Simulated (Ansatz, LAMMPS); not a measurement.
# Elastic response of a frame of amorphous polyfuran with H2O (capped chains of 6 units) from 500 K (168 atoms)

Aim: relax a frame of amorphous polyfuran with H2O (capped chains of 6 units) from 500 K (168 atoms), then change its volume to read the bulk modulus from the stress.

Program: Ansatz 0.2.0. Level of theory: Kohn-Sham DFT, RPBE+D4, PAW (set soft_2), plane waves. Results are calculated unless marked as measured.

## 1. Starting point

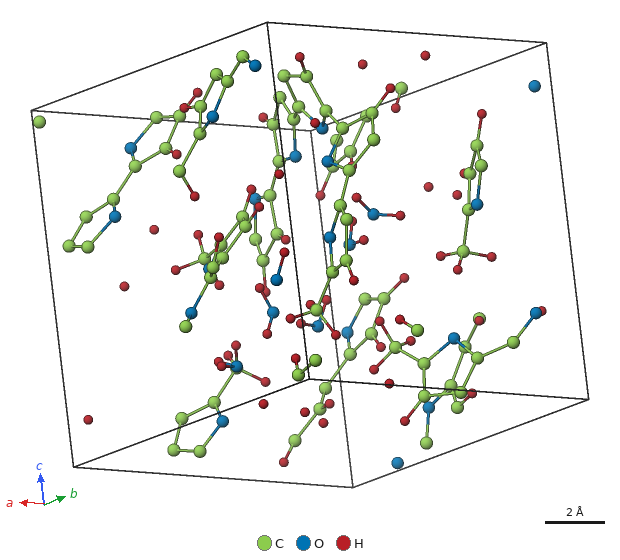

Start, viewed from a free direction; carbon green, oxygen blue, hydrogen red. Bonds to atoms that aren't drawn are left out. Some periodic images of atoms are drawn too.

The cell holds 168 atoms: 78 C, 24 O and 66 H. Its edges and angles: a = 12.588 Å, b = 12.588 Å, c = 12.588 Å, α = 90.0°, β = 90.0°, γ = 90.0°. 3 polyfuran chains of 6 units with methyl end groups, 6 H2O placed at random, at 1.16 g/cm³; overlaps pushed apart, then 20 ps at 800 K with MMFF94 bonds, angles, torsions, charges and radii (Halgren, J. Comput. Chem. 17, 490 (1996)) in harmonic and 12-6 forms; SPC/E water (Berendsen, Grigera and Straatsma, J. Phys. Chem. 91, 6269 (1987)). Snapshot after 30 ps at 500 K and fixed volume.

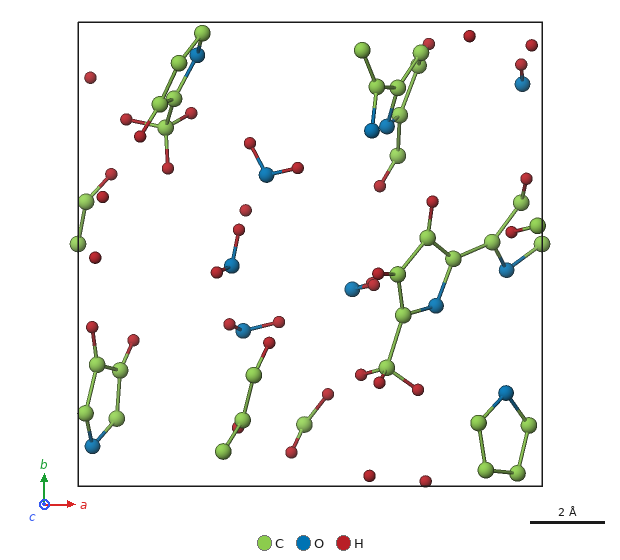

A slice 6 Å thick through the middle of the cell. Bonds to atoms that aren't drawn are left out.

What the set-up can't give: The network of contacts between molecules at the start is that of the classical potential that made the cell, and needn't be the one that DFT or experiment would give. The Brillouin zone is sampled at Γ only.

## 2. Single point at the start

A single point comes first, to see the forces before anything moves.

The input, input.yaml:

```yaml
crystal:
  lattice:
    - [12.58787, 0.0, 0.0]
    - [0.0, 12.58787, 0.0]
    - [0.0, 0.0, 12.58787]
  atoms:
    - { symbol: C, position: [0.68842, 0.71252, 0.28242] }
    - { symbol: C, position: [0.6926, 0.80002, 0.36689] }
    - { symbol: C, position: [0.73318, 0.90688, 0.37065] }
    - { symbol: C, position: [0.73835, 0.93453, 0.47871] }
    - { symbol: C, position: [0.68839, 0.85889, 0.53877] }
    - { symbol: O, position: [0.66505, 0.77557, 0.47158] }
    - { symbol: C, position: [0.64318, 0.86113, 0.63961] }
    - { symbol: C, position: [0.61175, 0.93997, 0.70802] }
    - { symbol: C, position: [0.56522, 0.89382, 0.79669] }
    - { symbol: C, position: [0.58069, 0.78431, 0.78056] }
    - { symbol: O, position: [0.63264, 0.76655, 0.68865] }
    - { symbol: C, position: [0.55963, 0.7011, 0.85063] }
    - { symbol: C, position: [0.60043, 0.68534, 0.94914] }
    - { symbol: C, position: [0.58261, 0.57376, 0.97919] }
    - { symbol: C, position: [0.51074, 0.53739, 0.90528] }
    - { symbol: O, position: [0.50345, 0.6152, 0.82623] }
    - { symbol: C, position: [0.45185, 0.44519, 0.89673] }
    - { symbol: C, position: [0.42707, 0.37108, 0.97748] }
    - { symbol: C, position: [0.38471, 0.28409, 0.9261] }
    - { symbol: C, position: [0.39041, 0.29669, 0.81903] }
    - { symbol: O, position: [0.42174, 0.40078, 0.80498] }
    - { symbol: C, position: [0.373, 0.22314, 0.74199] }
    - { symbol: C, position: [0.37822, 0.23969, 0.62995] }
    - { symbol: C, position: [0.35394, 0.14258, 0.58111] }
    - { symbol: C, position: [0.31223, 0.07522, 0.65926] }
    - { symbol: O, position: [0.33532, 0.11842, 0.76096] }
    - { symbol: C, position: [0.26709, 0.97661, 0.64579] }
    - { symbol: C, position: [0.21687, 0.91215, 0.72051] }
    - { symbol: C, position: [0.17564, 0.82345, 0.6667] }
    - { symbol: C, position: [0.20612, 0.83536, 0.56088] }
    - { symbol: O, position: [0.25644, 0.92911, 0.5492] }
    - { symbol: C, position: [0.18797, 0.77304, 0.46021] }
    [... 130 atom lines left out ...]
    - { symbol: O, position: [0.95706, 0.86696, 0.31309] }
    - { symbol: H, position: [0.02589, 0.88069, 0.27587] }
    - { symbol: H, position: [0.95447, 0.90913, 0.38036] }
    - { symbol: O, position: [0.75287, 0.4334, 0.18948] }
    - { symbol: H, position: [0.82827, 0.45665, 0.18018] }
    - { symbol: H, position: [0.75134, 0.36041, 0.2208] }
kpoints:
  mp_grid: { grid: [1, 1, 1] }
hamiltonian:
  xc: rpbe
  dispersion: d4
scf:
  occupations: { method: gaussian, width: 0.05 }
output:
  forces: true
```

Run with:

```sh
$ ansatz run input.yaml --threads 4 --pin off --max-ram 8192MiB --backend cpu --events-out ev --progress --plain --runs-dir out
```

Numbers of over 12 decimals in the logs are rounded to 6 here.

Log:

```text
Engine: ansatz 0.2.0, x86_64-unknown-linux-gnu
Pseudopotentials: kind: paw
Pseudopotential: C, paw, valence charge 4, recommended cutoff 420 eV (normal), C.paw.azcp
Pseudopotential: O, paw, valence charge 6, recommended cutoff 420 eV (normal), O.paw.azcp
Pseudopotential: H, paw, valence charge 1, recommended cutoff 420 eV (normal), H.paw.azcp
[... 5 lines on functional and potentials left out ...]
Crystal: 168 atoms, lattice volume = 1994.604 Å³
Basis set: ecut = 420 eV, 39007 PW (Γ), exchange–correlation on 180×180×180 points (8 copies of the dense FFT grid, shifted against one another)
Bands: 429, of which v1, the nominal top of the filled ones, is band 261 counted from 1 (260 counted from 0)
Symmetry: 1 space group operations
Space group: P1 (ITA 1), of the structure as read, at distance tolerance 1.3e-4 Å
k-points: 1
[... 9 lines on functional and potentials left out ...]
Initial density: superposition of atomic densities (neutral atoms: chi_scale 0, normalization atom), corrected by the library's trained network
Initial wavefunctions: pseudopotential atomic-orbital guess
Functional: x = rpbe, c = pbe(β = 0.066725)
SCF iter   1: F=—  HF=-34388.631430 eV  |F-HF|=—  |Δ(HF+E_count)|=         —  Δρ=1.05e-2  dr2=2.05e0  ethr=1.77e-3  ⟨swp⟩=6.0  Hψ=1955  notcnv=0  defer=50
preconditioner: auto → Resta (q_TF=auto, 2.182 Å⁻¹)  ε∞=2.5  [insulator: Δε(μ)=1.361 eV  Ē_g=14.871 eV  σ=0.050 eV  W_gap=1.00  n_scr=364 (ndim 8)  ℏωp=18.3 eV  f_vac=0.266  D(μ)=0.00/eV (n_scr^D=0)  ε∞_Penn≈2.5]
SCF iter   2: F=—  HF=-34388.261418 eV  |F-HF|=—  |Δ(HF+E_count)|=   3.70e-1  Δρ=4.81e-3  dr2=3.64e-1  ethr=3.92e-4  ⟨swp⟩=2.0  Hψ=760  notcnv=0  defer=162
SCF iter   3: F=—  HF=-34388.225163 eV  |F-HF|=—  |Δ(HF+E_count)|=   3.63e-2  Δρ=2.18e-3  dr2=9.37e-2  ethr=6.98e-5  ⟨swp⟩=2.0  Hψ=533  notcnv=0  defer=35
automatic band count: iteration 3 solves 302 bands in place of 429: the levels show a gap, and the empty bands left out lie too high to hold charge; the band table lists the bands solved (type scf.n_extra_bands for more)
SCF iter   4: F=—  HF=-34388.212100 eV  |F-HF|=—  |Δ(HF+E_count)|=   1.31e-2  Δρ=5.38e-4  dr2=7.39e-3  ethr=1.80e-5  ⟨swp⟩=2.0  Hψ=517  notcnv=0  defer=35
SCF iter   5: F=—  HF=-34388.208859 eV  |F-HF|=—  |Δ(HF+E_count)|=   3.24e-3  Δρ=2.79e-4  dr2=1.85e-3  ethr=1.42e-6  ⟨swp⟩=2.0  Hψ=528  notcnv=0  defer=35
SCF iter   6: F=—  HF=-34388.207634 eV  |F-HF|=—  |Δ(HF+E_count)|=   1.22e-3  Δρ=1.05e-4  dr2=2.33e-4  ethr=3.55e-7  ⟨swp⟩=2.0  Hψ=528  notcnv=0  defer=35
SCF iter   7: F=—  HF=-34388.207471 eV  |F-HF|=—  |Δ(HF+E_count)|=   1.63e-4  Δρ=3.94e-5  dr2=3.88e-5  ethr=4.46e-8  ⟨swp⟩=2.0  Hψ=526  notcnv=0  defer=35
SCF iter   8: F=—  HF=-34388.207493 eV  |F-HF|=—  |Δ(HF+E_count)|=   2.13e-5  Δρ=1.38e-5  dr2=5.10e-6  ethr=7.44e-9  ⟨swp⟩=2.0  Hψ=546  notcnv=0  defer=35
SCF iter   9: F=—  HF=-34388.207490 eV  |F-HF|=—  |Δ(HF+E_count)|=   2.49e-6  Δρ=5.79e-6  dr2=7.23e-7  ethr=9.77e-10  ⟨swp⟩=2.0  Hψ=519  notcnv=0  defer=35
SCF iter  10: F=—  HF=-34388.207490 eV  |F-HF|=—  |Δ(HF+E_count)|=   3.49e-7  Δρ=2.63e-6  dr2=1.41e-7  ethr=1.39e-10  ⟨swp⟩=2.0  Hψ=527  notcnv=0  defer=35
SCF iter  11: F=-34388.207490 eV  HF=-34388.207490 eV  |F-HF|=2.52e-8  |Δ(HF+E_count)|=   7.51e-8  Δρ=9.79e-7  dr2=2.12e-8  ethr=1.92e-11  ⟨swp⟩=4.0  Hψ=1021  notcnv=0
WARN: dispersion: an atom stands within reach of a switch of its C6 between two reference coordination numbers of its element: through that C6 alone, e_disp changes by 0.025 eV or more while the distances to its neighbours run over a stretch of 0.05 Å that contains this geometry (sites counted from 0 in the run's list of atoms or, [...]
SCF 1 converged in 11 iterations: F = -34388.207490 eV  dr2 = 2.12e-8
  greatest PAW one-centre occupation: 0.872 electrons in one spin orbital (limit 2), on the O atom at site 130 (counted from 0), in its partial waves of l = 0
SCF converged after 11 iterations
Free energy (F): -34388.207490 eV
Harris-Foulkes:  -34388.207490 eV  (|F-HF|=2.52e-8)
Internal energy: -34388.207490 eV  (E = F + TS)
E sigma→0 (E₀):  -34388.207490 eV
Fermi energy:    2.111842 eV
--- Per-component energies (eV) ---
  E_band       = -4158.428409
  E_kinetic    = 12222.581416
  E_local      = -42708.073116  (includes V_loc(G=0)·N_el)
  E_nonlocal   = 3337.175109
  E_hartree    = 16012.408041
  E_xc         = -6114.395704
  E_vxc        = -7638.927976  (∫ρ·V_xc dr)
  E_paw        = -11707.609893  (= ΣΔE_a)
  E_vpaw       = -1395.965548  (= ΣTr[D̂ρ^β])
  E_aug_tail   = -0.029404  (compensation charges beyond the density's cutoff)
  E_ewald      = -5402.511315
  E_disp       = -26.095469  (pairwise vdW)
  E_core_change = -1.657155  (= ΣΔE_core)
  E_smearing   = -0.000000  (= −TS)
  E_closure    = -0.000000  (closes the sum)
  Σ components = -34388.207490   (vs F -34388.207490, Δ=0.00e0)
--- Forces (eV/Å), atoms counted from 1 ---
  atom   1  C      0.46805699     2.41404770     0.56384397
  atom   2  C      0.76000817     2.13882107     0.65289851
  atom   3  C     -0.47368921    -2.26299086    -0.60612321
  atom   4  C     -0.90253209     1.82219053     0.83557271
  atom   5  C      0.80516010    -0.44105543    -2.58991373
  atom   6  O     -0.41586324    -1.45965443    -0.52937523
  atom   7  C      0.64768613     0.12722930     0.94934644
  atom   8  C      0.50956610     2.43048348    -1.88388887
  atom   9  C     -0.00738311    -1.48217482     0.34552701
  atom  10  C     -0.87800929     2.22243697     0.65663230
  atom  11  O     -0.62619357    -1.73974162    -0.41804990
  atom  12  C      0.40797931    -0.74552094     1.99579334
  atom  13  C      2.59922174    -0.83204637     2.06527837
  atom  14  C     -0.90226710     2.58432536    -0.79574235
[...]
atom 167  H     -1.30967754    -0.86383381     0.50634457
  atom 168  H      0.71654735     1.21827393    -0.64638734
  max |Σ_I F_I| component: 4.61e-5 eV/Å
```

It took 30 s on 4 threads of Intel Xeon Platinum 8259CL at 2.50GHz (Skylake/Cascade Lake), shared host; peak memory 2.6 GiB; 1.9 min of CPU time.

Reading the cycles: dr2 is the Hartree energy of the density residual (eV), the measure of convergence; HF is the Harris–Foulkes estimate of the energy, which meets the free energy F at convergence.

The program notes that the dispersion model switches parameters near this geometry.

The r.m.s. force at the start is 1.2 eV/Å.

## 3. Cell and atoms relaxed

Cell and atoms are freed together, to release stress as well as forces.

The input, input.yaml:

```yaml
crystal:
  lattice:
    - [12.58787, 0.0, 0.0]
    - [0.0, 12.58787, 0.0]
    - [0.0, 0.0, 12.58787]
  atoms:
    [... the 168 atom lines of step 2 ...]
kpoints:
  mp_grid: { grid: [1, 1, 1] }
hamiltonian:
  xc: rpbe
  dispersion: d4
scf:
  occupations: { method: gaussian, width: 0.05 }
output:
  forces: true
relax:
  f_tol: 0.05
  max_steps: 150
  cell: {}
```

Log:

```text
Engine: ansatz 0.2.0, x86_64-unknown-linux-gnu
Pseudopotentials: kind: paw
Pseudopotential: C, paw, valence charge 4, recommended cutoff 420 eV (normal), C.paw.azcp
Pseudopotential: O, paw, valence charge 6, recommended cutoff 420 eV (normal), O.paw.azcp
Pseudopotential: H, paw, valence charge 1, recommended cutoff 420 eV (normal), H.paw.azcp
Functional definition: RPBE
  parameter kappa = 0.804
  parameter beta = 0.066725
  exchange = rpbe_x(kappa = kappa, mu = beta*pi^2/3)
  correlation = pbe_c(beta = beta)
Crystal: 168 atoms, lattice volume = 1994.604 Å³
Basis set: ecut = 420 eV, 39007 PW (Γ), exchange–correlation on 180×180×180 points (8 copies of the dense FFT grid, shifted against one another)
Bands: 429, of which v1, the nominal top of the filled ones, is band 261 counted from 1 (260 counted from 0)
Symmetry: 1 space group operations
Space group: P1 (ITA 1), of the structure as read, at distance tolerance 1.3e-4 Å
k-points: 1
Non-local potential: C, projectors of the file, l = 0: 2, l = 1: 2, l = 2: 1
Non-local potential: O, projectors of the file, l = 0: 2, l = 1: 2, l = 2: 1
Non-local potential: H, projectors of the file, l = 0: 2, l = 1: 1
PAW form: soft (Blöchl's): semilocal exchange-correlation on the pseudo side does not see the compensation charge
PAW frozen core: C, regenerated for the run's functional, and the local potential with it (the file was generated under x = pbe(κ = 0.804, μ = 0.219515), c = pbe(β = 0.066725))
PAW frozen core: O, regenerated for the run's functional, and the local potential with it (the file was generated under x = pbe(κ = 0.804, μ = 0.219515), c = pbe(β = 0.066725))
PAW one-centre angular grid: C, 110 points (default); XC on 64 Gauss nodes
PAW one-centre angular grid: O, 110 points (default); XC on 64 Gauss nodes
PAW one-centre angular grid: H, 110 points (default); XC on 64 Gauss nodes
Initial density: superposition of atomic densities (neutral atoms: chi_scale 0, normalization atom), corrected by the library's trained network
Initial wavefunctions: pseudopotential atomic-orbital guess
Functional: x = rpbe, c = pbe(β = 0.066725)
SCF iter   1: F=—  HF=-34388.631430 eV  |F-HF|=—  |Δ(HF+E_count)|=         —  Δρ=1.05e-2  dr2=2.05e0  ethr=1.77e-3  ⟨swp⟩=6.0  Hψ=1955  notcnv=0  defer=50
preconditioner: auto → Resta (q_TF=auto, 2.182 Å⁻¹)  ε∞=2.5  [insulator: Δε(μ)=1.361 eV  Ē_g=14.871 eV  σ=0.050 eV  W_gap=1.00  n_scr=364 (ndim 8)  ℏωp=18.3 eV  f_vac=0.266  D(μ)=0.00/eV (n_scr^D=0)  ε∞_Penn≈2.5]
SCF iter   2: F=—  HF=-34388.261415 eV  |F-HF|=—  |Δ(HF+E_count)|=   3.70e-1  Δρ=4.81e-3  dr2=3.64e-1  ethr=3.92e-4  ⟨swp⟩=2.0  Hψ=760  notcnv=0  defer=162
SCF iter   3: F=—  HF=-34388.225193 eV  |F-HF|=—  |Δ(HF+E_count)|=   3.62e-2  Δρ=2.18e-3  dr2=9.37e-2  ethr=6.98e-5  ⟨swp⟩=2.0  Hψ=533  notcnv=0  defer=162
[...]
relax step  35: F+E_penalty+E_count = -34399.94108188 eV  Δ(F+E_penalty+E_count) = +8.088e-2 eV  max|allowed force component| = 4.170e-1 eV/Å  Δτ_max = 0.2000 Å  P = -0.024 GPa  Ω = 1932.354 Å³  energy of the carried Pulay correction = +1.453e-1 eV  (8 SCF iters, dr2 threshold 1.56e-6 eV, rejected (line search))
relax step  40: F+E_penalty+E_count = -34400.03628144 eV  Δ(F+E_penalty+E_count) = -1.631e-3 eV  max|allowed force component| = 5.532e-2 eV/Å  Δτ_max = 0.0750 Å  P = -0.004 GPa  Ω = 1932.053 Å³  energy of the carried Pulay correction = +1.460e-1 eV  (7 SCF iters, dr2 threshold 2.56e-6 eV, accepted)
relax step  42: F+E_penalty+E_count = -34400.04308003 eV  Δ(F+E_penalty+E_count) = -2.259e-3 eV  max|allowed force component| = 6.830e-2 eV/Å  Δτ_max = 0.0313 Å  P = -0.001 GPa  Ω = 1930.309 Å³  energy of the carried Pulay correction = +1.501e-1 eV  (6 SCF iters, dr2 threshold 9.95e-7 eV, accepted)
Step cancelled. What follows is not a result of the run: it is the report of the last solve that finished, which converged after 6 SCF iterations.
Free energy (F): -34400.043080 eV
Harris-Foulkes:  -34400.043080 eV  (|F-HF|=1.39e-7)
Internal energy: -34400.043080 eV  (E = F + TS)
E sigma→0 (E₀):  -34400.043080 eV
Fermi energy:    2.299273 eV
--- Per-component energies (eV) ---
  E_band       = -4051.124159
  E_kinetic    = 12184.813483
  E_local      = -40739.010687  (includes V_loc(G=0)·N_el)
  E_nonlocal   = 3328.416453
  E_hartree    = 15098.260671
  E_xc         = -6107.711723
  E_vxc        = -7630.089953  (∫ρ·V_xc dr)
  E_paw        = -11704.243467  (= ΣΔE_a)
  E_vpaw       = -1391.747274  (= ΣTr[D̂ρ^β])
  E_aug_tail   = -0.024663  (compensation charges beyond the density's cutoff)
  E_ewald      = -6432.494506
  E_disp       = -26.391486  (pairwise vdW)
  E_core_change = -1.657155  (= ΣΔE_core)
  E_smearing   = -0.000000  (= −TS)
  E_closure    = -0.000000  (closes the sum)
  Σ components = -34400.043080   (vs F -34400.043080, Δ=0.00e0)
--- Forces (eV/Å), atoms counted from 1 ---
  atom   1  C      0.00181313     0.00087587     0.00140965
  atom   2  C     -0.00679128    -0.00260531    -0.00547995
  atom   3  C      0.00797227    -0.00062243     0.00154973
  atom   4  C     -0.00501605     0.00072288    -0.00005307
  atom   5  C     -0.00142771     0.00319641     0.00170259
  atom   6  O      0.00698276     0.00050643    -0.00274421
  atom   7  C      0.00788637     0.00272936    -0.00098367
  atom   8  C     -0.00750314    -0.00159952    -0.00127551
[...]
atom  13  C     -0.00054972     0.00065865    -0.00513389
  atom  14  C      0.00162791     0.00055069    -0.00194269
[...]
atom 167  H      0.00631349    -0.00046701     0.00435818
  atom 168  H      0.00146078    -0.00156369     0.00085534
  max |Σ_I F_I| component: 3.27e-4 eV/Å
--- Stress (GPa, compression-positive) ---
       -0.378987       0.000045       0.000565
        0.000045      -0.384764      -0.002376
        0.000565      -0.002377      -0.378736
  P = ⅓ Tr σ = -0.3808 GPa (-3.808 kbar)
--- Band table (eV) ---
  k-point 0: bands = ["-22.7879", "-22.5862", "-22.5667", "-22.4808", [... 413 levels ...], "11.0548", "11.0823", "11.1464", "11.1888", "11.2292", "11.2541", "11.2707", "11.3111", "11.3913", "11.4140", "11.4413", "11.4657"]
End of that report.
Error: SIGTERM received: cancelled by the caller after 42 completed ionic steps
```

Wall time 22 min (4 threads); peak memory 2.8 GiB.

The relaxation was stopped at its limit after 42 steps, with a largest force component of 0.068 eV/Å.

(Continued in part 2 of 3.)

[Logs are printed without paths, hosts, clocks, repeated set-up lines and the standing remarks that a program may print on its own settings, such as how far it seeks lower states.]

[Hosts, paths, dates, database ids (printed as entryN), source tags and the programs' standing remarks are cut or masked in the printed files.]

[The MMFF94 radii named for the starting cell were scaled by 0.96; in molecules described by MMFF94, hydrogen bound to N, O or S took a small fixed 12-6 site in their place.]
